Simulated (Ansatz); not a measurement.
# BSiPH (quartet): wave-function methods side by side at a displaced geometry (v2), cc-pVDZ

How much of the correlation energy of BSiPH (quartet) does each wave-function method recover here?

Method: cc-pVDZ, core rule «outside noble gas», up to 11 orbitals frozen; program: Ansatz 0.2.0, Gaussian basis.

Plan: UHF; CCSD(T) on ROHF; CCSD(T) on UHF; BCCD(T) on ROHF; CISD as a restricted active space (open shells left free, so some higher excitations enter); CCSDT(Q) on ROHF; CCSDT(Q) on UHF.

23 further runs of the same task are left out: 8 that didn't finish, 15 set aside as unsound or not needed. Runs told in other sessions of the task aren't counted.

## (1) The system

The geometry is a PBE0/def2-TZVP stationary point (not a proven minimum) with its atoms shifted at random (size 0.100 Å).

4 atoms, charge 0, spin multiplicity 4.

Atoms are counted from 1 here; the program's logs count them from 0.

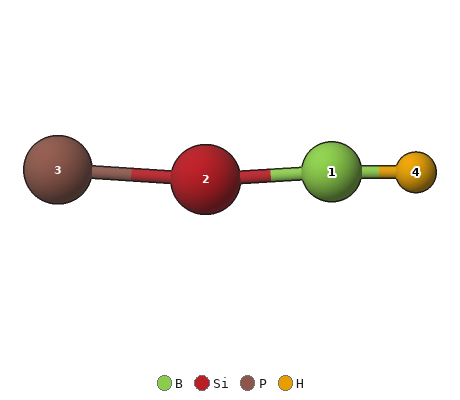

The geometry (boron green, silicon red, phosphorus brown, hydrogen amber); atoms are numbered from 1 in the order of the file.

As a file:

```
B     0.0646    0.0237    1.1244
Si   -0.1003    0.0321   -0.6693
P    -0.0237   -0.0003   -2.7786
H     0.0594   -0.0556    2.3234
```

In the tables R marks a restricted open-shell determinant and U an unrestricted one; energies count from the table's Hartree-Fock row.

## (2) UHF

Input file in.yaml:

```yaml
crystal:
  periodic: [false, false, false]
  atoms:
    - {symbol: B, position_ang: [0.064568, 0.023749, 1.124416]}
    - {symbol: Si, position_ang: [-0.100306, 0.032123, -0.669290]}
    - {symbol: P, position_ang: [-0.023685, -0.000301, -2.778570]}
    - {symbol: H, position_ang: [0.059423, -0.055571, 2.323444]}
basis:
  gaussian: {orbitals: cc-pVDZ}
magnetization: {spin_polarized: true, initial_magnetization: 3}
hamiltonian: {xc: hf}
output: {orbitals: {seedname: orbitals}}
```

Started as:

```sh
$ ansatz run in.yaml --threads 1 --pin off --events-out ev --progress --plain --max-ram 2393MiB
```

Output:

```text
Functional definition: HF
  name "HF"
  cite "Fock, Z. Phys. 61, 126 (1930) doi:10.1007/BF01340294"
  parent pbe
  exchange = exact_x
  correlation = 0
554 factors; integrals over basis functions are off by at most 1.1e-3 eV
mean field evaluation 1: about -17816.5424 eV, gradient 9.1e0 eV
mean field evaluation 2: about -17816.5980 eV, gradient 9.2e0 eV
mean field evaluation 4: about -17817.8429 eV, gradient 1.6e0 eV
mean field evaluation 8: about -17817.9061 eV, gradient 3.8e-1 eV
mean field evaluation 16: about -17817.9225 eV, gradient 7.3e-3 eV
mean field evaluation 32: about -17817.9154 eV, gradient 2.0e-1 eV
mean field evaluation 64: about -17817.9114 eV, gradient 3.0e-1 eV
mean field evaluation 96: about -17816.2526 eV, gradient 7.0e0 eV
mean field evaluation 128: about -17817.7883 eV, gradient 2.2e0 eV
mean field evaluation 160: about -17817.9144 eV, gradient 2.3e-2 eV
mean field evaluation 192: about -17817.9216 eV, gradient 5.4e-3 eV
mean field -17817.92252529 eV, -654.7965753828 hartree, gradient 9.6e-6 eV, S^2 3.917842; 4 other end points of the search recorded, 0 dependent functions left out
reference -17817.92252529 eV, -654.7965753828 hartree; 19, 16 occupied and 36, 39 virtual orbitals, 554 factors
Total energy: -17817.92252529 eV, -654.7965753828 hartree
```

Run time: 1.5 s. Hardware: 1 thread of Intel Xeon 6975P-C, shared host.

From the report: ⟨S²⟩ of the determinant 3.918 (pure quartet: 3.75).

## (3) CCSD(T) on ROHF

in.yaml: that of step 2 with these lines changed.

```diff
@@ -9,4 +9,3 @@
   gaussian: {orbitals: cc-pVDZ}
-magnetization: {spin_polarized: true, initial_magnetization: 3}
-hamiltonian: {xc: hf}
-output: {orbitals: {seedname: orbitals}}
+magnetization: {spin_polarized: false, initial_magnetization: 3}
+correlation: {method: ccsd_t, electrons: outside_noble_gas}
```

Launched as before.

Output, cut to the lines that bear on the results:

```text
Functional definition: HF
  name "HF"
  cite "Fock, Z. Phys. 61, 126 (1930) doi:10.1007/BF01340294"
  parent pbe
[...]
554 factors; integrals over basis functions are off by at most 1.1e-3 eV
[...]
mean field -17817.55662226 eV, -654.7831286944 hartree, gradient 9.7e-10 eV, S^2 3.750000; 12 other end points of the search recorded, 0 dependent functions left out
[...]
determinant -17817.55662226 eV, -654.7831286944 hartree, with singles and doubles -17825.12822758 eV, -655.0613800579 hartree
determinant -17817.55390490 eV, -654.7830288334 hartree, with singles and doubles -17825.12567140 eV, -655.0612861200 hartree
determinant -17814.85439364 eV, -654.6838236243 hartree, with singles and doubles -17823.08366433 eV, -654.9862437441 hartree
determinant -17814.81512658 eV, -654.6823805864 hartree, with singles and doubles -17822.40228551 eV, -654.9612035345 hartree
determinant -17814.79649075 eV, -654.6816957323 hartree, with singles and doubles -17822.93266684 eV, -654.9806946886 hartree
determinant -17814.35230728 eV, -654.6653722908 hartree, with singles and doubles -17822.03117571 eV, -654.9475655006 hartree
determinant -17817.55662226 eV, -654.7831286944 hartree, with singles and doubles -17825.13755649 eV, -655.0617228890 hartree
determinant -17817.55390490 eV, -654.7830288334 hartree, with singles and doubles -17825.13495680 eV, -655.0616273521 hartree
11 core orbitals not correlated: weight in the atoms' cores, before any rotation towards them, 1.000 or more for the frozen orbitals, at most 0.000 for the correlated occupied ones
reference -17817.55662226 eV, -654.7831286944 hartree; 8, 5 occupied and 36, 39 virtual orbitals, 554 factors
second order -6.31075235 eV of doubles, -0.12839671 eV of singles
cycle   1  -7.58093615 eV  change   -1.9e-6 eV  update   3.5e-6
perturbative correction -0.37162630 eV, -0.0136570145 hartree
Total energy: -17825.50918471 eV, -655.0753799740 hartree
```

Wall time 14 s (1 thread of Intel Xeon 6975P-C, shared host).

From the report: correlation -7.9526 eV; T1 0.053; largest double amplitude 0.08.

## (4) CCSD(T) on UHF

in.yaml: that of step 3 with these lines changed.

```diff
@@ -9,3 +9,3 @@
   gaussian: {orbitals: cc-pVDZ}
-magnetization: {spin_polarized: false, initial_magnetization: 3}
+magnetization: {spin_polarized: true, initial_magnetization: 3}
 correlation: {method: ccsd_t, electrons: outside_noble_gas}
```

Same command.

Output, cut to the lines that bear on the results:

```text
Functional definition: HF
  name "HF"
  cite "Fock, Z. Phys. 61, 126 (1930) doi:10.1007/BF01340294"
  parent pbe
[...]
554 factors; integrals over basis functions are off by at most 1.1e-3 eV
[...]
mean field -17817.92252529 eV, -654.7965753828 hartree, gradient 2.1e-6 eV, S^2 3.917841; 11 other end points of the search recorded, 0 dependent functions left out
determinant -17817.92252529 eV, -654.7965753828 hartree, with singles and doubles -17825.16493241 eV, -655.0627289354 hartree
determinant -17817.91433789 eV, -654.7962745012 hartree, with singles and doubles -17825.16030620 eV, -655.0625589253 hartree
determinant -17815.55698252 eV, -654.7096432894 hartree, with singles and doubles -17823.15732684 eV, -654.9889507913 hartree
determinant -17815.43654677 eV, -654.7052173571 hartree, with singles and doubles -17822.34821652 eV, -654.9592165356 hartree
determinant -17815.09497640 eV, -654.6926648777 hartree, with singles and doubles -17822.93234478 eV, -654.9806828532 hartree
determinant -17817.92252529 eV, -654.7965753828 hartree, with singles and doubles -17825.16654467 eV, -655.0627881849 hartree
determinant -17817.91433789 eV, -654.7962745012 hartree, with singles and doubles -17825.16177547 eV, -655.0626129199 hartree
11 core orbitals not correlated: weight in the atoms' cores, before any rotation towards them, 1.000 or more for the frozen orbitals, at most 0.000 for the correlated occupied ones
reference -17817.92252529 eV, -654.7965753828 hartree; 8, 5 occupied and 36, 39 virtual orbitals, 554 factors
second order -6.01685330 eV of doubles, -0.00000000 eV of singles
cycle   1  -7.24401902 eV  change    3.6e-7 eV  update   2.2e-6
perturbative correction -0.33839513 eV, -0.0124357916 hartree
Total energy: -17825.50493944 eV, -655.0752239632 hartree
```

Run time: 11 s. Hardware: 1 thread of Intel Xeon 6975P-C, shared host.

From the report: ⟨S²⟩ of the determinant 3.918 (pure quartet: 3.75); correlation -7.5824 eV; T1 0.033; largest double amplitude 0.05.

## (5) BCCD(T) on ROHF

in.yaml: that of step 4 with these lines changed.

```diff
@@ -9,3 +9,3 @@
   gaussian: {orbitals: cc-pVDZ}
-magnetization: {spin_polarized: true, initial_magnetization: 3}
-correlation: {method: ccsd_t, electrons: outside_noble_gas}
+magnetization: {spin_polarized: false, initial_magnetization: 3}
+correlation: {method: bccd_t, electrons: outside_noble_gas}
```

Same command.

Output, cut to the lines that bear on the results:

```text
Functional definition: HF
  name "HF"
  cite "Fock, Z. Phys. 61, 126 (1930) doi:10.1007/BF01340294"
  parent pbe
[...]
554 factors; integrals over basis functions are off by at most 1.1e-3 eV
[...]
mean field -17817.55662226 eV, -654.7831286944 hartree, gradient 9.7e-10 eV, S^2 3.750000; 12 other end points of the search recorded, 0 dependent functions left out
[...]
determinant -17817.55662226 eV, -654.7831286944 hartree, with singles and doubles -17825.12822758 eV, -655.0613800579 hartree
determinant -17817.55390490 eV, -654.7830288334 hartree, with singles and doubles -17825.12567140 eV, -655.0612861200 hartree
determinant -17814.85439364 eV, -654.6838236243 hartree, with singles and doubles -17823.08366433 eV, -654.9862437441 hartree
determinant -17814.81512658 eV, -654.6823805864 hartree, with singles and doubles -17822.40228551 eV, -654.9612035345 hartree
determinant -17814.79649075 eV, -654.6816957323 hartree, with singles and doubles -17822.93266684 eV, -654.9806946886 hartree
determinant -17814.35230728 eV, -654.6653722908 hartree, with singles and doubles -17822.03117571 eV, -654.9475655006 hartree
determinant -17817.55662226 eV, -654.7831286944 hartree, with singles and doubles -17825.13755649 eV, -655.0617228890 hartree
determinant -17817.55390490 eV, -654.7830288334 hartree, with singles and doubles -17825.13495680 eV, -655.0616273521 hartree
11 core orbitals not correlated: weight in the atoms' cores, before any rotation towards them, 1.000 or more for the frozen orbitals, at most 0.000 for the correlated occupied ones
reference -17817.55662226 eV, -654.7831286944 hartree; 8, 5 occupied and 36, 39 virtual orbitals, 554 factors
second order -6.31075235 eV of doubles, -0.12839671 eV of singles
cycle   1  -7.57556535 eV  change    5.4e-3 eV  update   3.5e-2
[...]
cycle 118  -7.57856498 eV  change    8.3e-7 eV  update   1.7e-7
perturbative correction -0.37293572 eV, -0.0137051351 hartree
Total energy: -17825.50812296 eV, -655.0753409556 hartree
```

It took 22 s on 1 thread of Intel Xeon 6975P-C, shared host.

From the report: correlation -7.9515 eV; largest double amplitude 0.05.

## (6) CISD as a restricted active space (open shells left free, so some higher excitations enter)

in.yaml: that of step 5 with these lines changed.

```diff
@@ -10,2 +10,2 @@
 magnetization: {spin_polarized: false, initial_magnetization: 3}
-correlation: {method: bccd_t, electrons: outside_noble_gas}
+correlation: {active_space: {ras: {orbitals: [5, 3, 36], electrons: 13, max_holes: 2, max_particles: 2}, fixed_orbitals: true}}
```

Same command.

Output, cut to the lines that bear on the results:

```text
Functional definition: HF
  name "HF"
  cite "Fock, Z. Phys. 61, 126 (1930) doi:10.1007/BF01340294"
  parent pbe
[...]
554 factors; integrals over basis functions are off by at most 1.1e-3 eV
[...]
mean field -17817.55662226 eV, -654.7831286944 hartree, gradient 9.7e-10 eV, S^2 3.750000; 6 other end points of the search recorded, 0 dependent functions left out
reference -17817.55662226 eV, -654.7831286944 hartree; 19, 16 occupied and 36, 39 virtual orbitals, 554 factors
state -17824.28682373 eV, -655.0304590365 hartree
Total energy: -17824.28682373 eV, -655.0304590365 hartree
```

It took 15 s on 1 thread of Intel Xeon 6975P-C, shared host.

From the report: 428,374 determinants.

## (7) CCSDT(Q) on ROHF

in.yaml: that of step 6 with these lines changed.

```diff
@@ -10,2 +10,2 @@
 magnetization: {spin_polarized: false, initial_magnetization: 3}
-correlation: {active_space: {ras: {orbitals: [5, 3, 36], electrons: 13, max_holes: 2, max_particles: 2}, fixed_orbitals: true}}
+correlation: {method: ccsdt_q, electrons: outside_noble_gas}
```

Same command.

Output, cut to the lines that bear on the results:

```text
Functional definition: HF
  name "HF"
  cite "Fock, Z. Phys. 61, 126 (1930) doi:10.1007/BF01340294"
  parent pbe
[...]
991 factors; integrals over basis functions are off by at most 1.3e-7 eV
[...]
mean field -17817.55665656 eV, -654.7831299548 hartree, gradient 1.2e-9 eV, S^2 3.750000; 12 other end points of the search recorded, 0 dependent functions left out
[...]
determinant -17817.55665656 eV, -654.7831299548 hartree, with singles and doubles -17825.12826092 eV, -655.0613812831 hartree
determinant -17817.55393972 eV, -654.7830301129 hartree, with singles and doubles -17825.12570541 eV, -655.0612873695 hartree
determinant -17814.85443555 eV, -654.6838251644 hartree, with singles and doubles -17823.08370317 eV, -654.9862451716 hartree
determinant -17814.81515893 eV, -654.6823817751 hartree, with singles and doubles -17822.40232021 eV, -654.9612048095 hartree
determinant -17814.79652543 eV, -654.6816970067 hartree, with singles and doubles -17822.93270298 eV, -654.9806960167 hartree
determinant -17814.35233321 eV, -654.6653732439 hartree, with singles and doubles -17822.03120592 eV, -654.9475666110 hartree
determinant -17817.55665656 eV, -654.7831299548 hartree, with singles and doubles -17825.13758923 eV, -655.0617240920 hartree
determinant -17817.55393972 eV, -654.7830301129 hartree, with singles and doubles -17825.13499106 eV, -655.0616286110 hartree
11 core orbitals not correlated: weight in the atoms' cores, before any rotation towards them, 1.000 or more for the frozen orbitals, at most 0.000 for the correlated occupied ones
reference -17817.55665656 eV, -654.7831299548 hartree; 8, 5 occupied and 36, 39 virtual orbitals, 991 factors
second order -6.31076483 eV of doubles, -0.12839608 eV of singles
cycle   1  -7.14329869 eV  change   -7.0e-1 eV  update   1.2e-1
[...]
cycle  40  -8.01447442 eV  change   -2.5e-7 eV  update   1.5e-6
perturbative correction -0.03341750 eV, -0.0012280706 hartree
Total energy: -17825.60454848 eV, -655.0788845279 hartree
```

Wall time 2 min (1 thread of Intel Xeon 6975P-C, shared host); peak memory 0.96 GiB.

From the report: correlation -8.0479 eV; T1 0.068; largest double amplitude 0.10.

## (8) CCSDT(Q) on UHF

in.yaml: that of step 7 with these lines changed.

```diff
@@ -9,3 +9,3 @@
   gaussian: {orbitals: cc-pVDZ}
-magnetization: {spin_polarized: false, initial_magnetization: 3}
+magnetization: {spin_polarized: true, initial_magnetization: 3}
 correlation: {method: ccsdt_q, electrons: outside_noble_gas}
```

Launched as before.

Output, cut to the lines that bear on the results:

```text
Functional definition: HF
  name "HF"
  cite "Fock, Z. Phys. 61, 126 (1930) doi:10.1007/BF01340294"
  parent pbe
[...]
991 factors; integrals over basis functions are off by at most 1.3e-7 eV
[...]
mean field -17817.92255827 eV, -654.7965765946 hartree, gradient 3.9e-9 eV, S^2 3.917841; 11 other end points of the search recorded, 0 dependent functions left out
determinant -17817.92255827 eV, -654.7965765946 hartree, with singles and doubles -17825.16496652 eV, -655.0627301890 hartree
determinant -17817.91437149 eV, -654.7962757363 hartree, with singles and doubles -17825.16033992 eV, -655.0625601644 hartree
determinant -17815.55702492 eV, -654.7096448477 hartree, with singles and doubles -17823.15734798 eV, -654.9889515684 hartree
determinant -17815.43658498 eV, -654.7052187615 hartree, with singles and doubles -17822.34825219 eV, -654.9592178463 hartree
determinant -17815.09501312 eV, -654.6926662272 hartree, with singles and doubles -17822.93238136 eV, -654.9806841973 hartree
determinant -17817.92255827 eV, -654.7965765946 hartree, with singles and doubles -17825.16659637 eV, -655.0627900846 hartree
determinant -17817.91437149 eV, -654.7962757363 hartree, with singles and doubles -17825.16180939 eV, -655.0626141665 hartree
11 core orbitals not correlated: weight in the atoms' cores, before any rotation towards them, 1.000 or more for the frozen orbitals, at most 0.000 for the correlated occupied ones
reference -17817.92255827 eV, -654.7965765946 hartree; 8, 5 occupied and 36, 39 virtual orbitals, 991 factors
second order -6.01686459 eV of doubles, -0.00000000 eV of singles
cycle   1  -6.80044194 eV  change   -7.8e-1 eV  update   1.1e-1
[...]
cycle  40  -7.65172644 eV  change   -2.5e-7 eV  update   1.3e-6
perturbative correction -0.03335492 eV, -0.0012257708 hartree
Total energy: -17825.60763963 eV, -655.0789981255 hartree
```

Wall time 2.1 min (1 thread of Intel Xeon 6975P-C, shared host); peak memory 0.81 GiB.

From the report: ⟨S²⟩ of the determinant 3.918 (pure quartet: 3.75); correlation -7.6851 eV; T1 0.039; largest double amplitude 0.07.

## (9) All levels against the top one

No level here is safe as a reference; RCCSDT(Q) serves as a yardstick only. Rows without a time are mean-field rows or come out of runs for another level: lower rungs of the coupled-cluster runs, or the Hartree-Fock search.

```
   method  energy from the lowest ROHF (kcal/mol)  from RCCSDT(Q) (kcal/mol)     time
      ROHF                                   0.00                    +185.59         
      UHF                                  -8.44                    +177.15         
     RMP2                                -148.49                     +37.10         
     UMP2                                -147.19                     +38.40         
     CISD                                -155.20                     +30.39     15 s
    RCCSD                                -174.82                     +10.77         
    UCCSD                                -175.49                     +10.10         
 RCCSD(T)                                -183.39                      +2.20     14 s
 UCCSD(T)                                -183.29                      +2.30     11 s
  BCCD(T)                                -183.37                      +2.22     22 s
   RCCSDT                                -184.82                      +0.77         
   UCCSDT                                -184.89                      +0.70         
RCCSDT(Q)                                -185.59                          0    2 min
UCCSDT(Q)                                -185.66                      -0.07  2.1 min
```

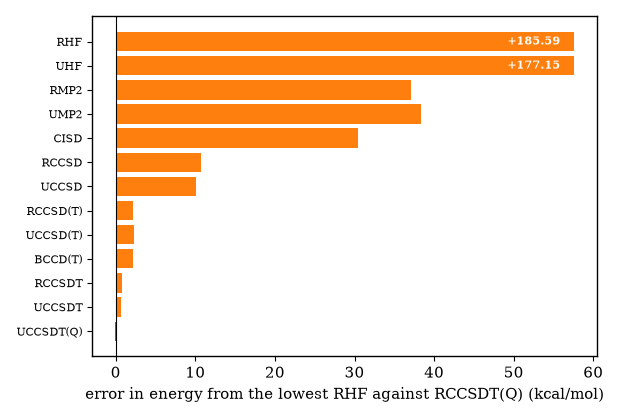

How far each level lands from RCCSDT(Q). Bars with a number in them are cut short.

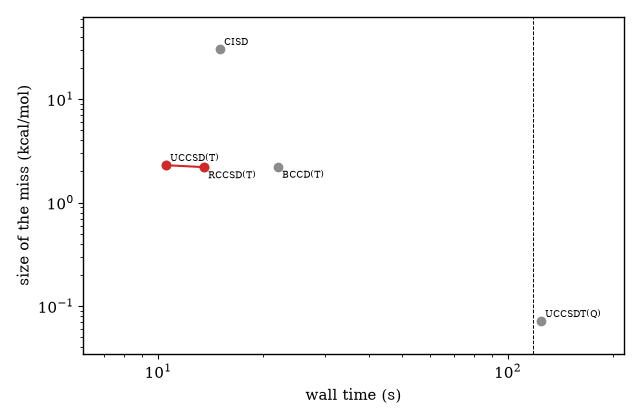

Accuracy for the time spent; red marks the levels that beat every quicker one drawn (of those quicker than the yardstick), and the dashed line is the time of RCCSDT(Q). Times are from a shared host.

## (10) Results

| quantity | value |
| --- | --- |
| RCCSDT(Q) from the ROHF energy | -8.0479 eV |
| RMP2 from RCCSDT(Q) | +37.10 kcal/mol |
| UMP2 from RCCSDT(Q) | +38.40 kcal/mol |
| RCCSD from RCCSDT(Q) | +10.77 kcal/mol |
| RCCSD(T) from RCCSDT(Q) | +2.20 kcal/mol |
| UCCSD(T) from RCCSDT(Q) | +2.30 kcal/mol |
| UCCSDT(Q) from RCCSDT(Q) | -0.07 kcal/mol |
| T1 diagnostic | 0.053 |

In words: RCCSD(T) misses by +2.20 kcal/mol, 1.2 % of the correlation energy. Warnings: spin contamination; large T1 diagnostic.

With open shells the CI space here admits some higher excitations, so it is larger than plain CISD.
